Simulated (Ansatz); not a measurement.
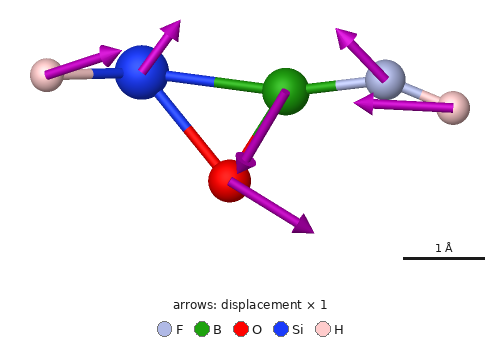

This is a relaxation of BSiH2OF. The starting structure is drawn; purple arrows show the displacements, at their true length. The two geometries are superimposed by the best rigid fit.

The picture is a ball-and-stick view, seen from a free direction.

It is one of the separated reactants of a reaction.

Theory: RKS PBE-D4/def2-SVP in Ansatz 0.2.0. Settings: force threshold 0.03 eV/Å; at most 250 steps.

Question: What did the optimiser do to the structure, and how much energy did it gain?

Answer: The B atom moves most after the best rigid fit: 1.34 Å. Largest moves by element: B 1.34 Å, H 1.24 Å, O 1.24 Å, F 0.92 Å, Si 0.81 Å. Some distances before and after: O–Si 1.751 → 3.132 Å, B–F 1.307 → 2.508 Å, F–Si 3.173 → 2.226 Å, B–Si 1.887 → 2.045 Å. Bonds break, among them: B–F (1.31 → 2.51 Å), O–Si (1.75 → 3.13 Å). Bond angles that change, for instance: O–B–Si 63.0° → 144.8°, B–Si–H 124.7° → 88.4°. Groups turn about B–Si by about 175°. Over 25 accepted moves (27 points after the start) the energy falls by 3.998 eV. Largest force component: 6.6 eV/Å at the start, 0.0063 eV/Å at the end. The line search rejected the trial steps at points 12, 19 of the run. The run took 49 s on 2 threads of Intel Xeon Platinum 8175M @ 2.50GHz, on a shared host.
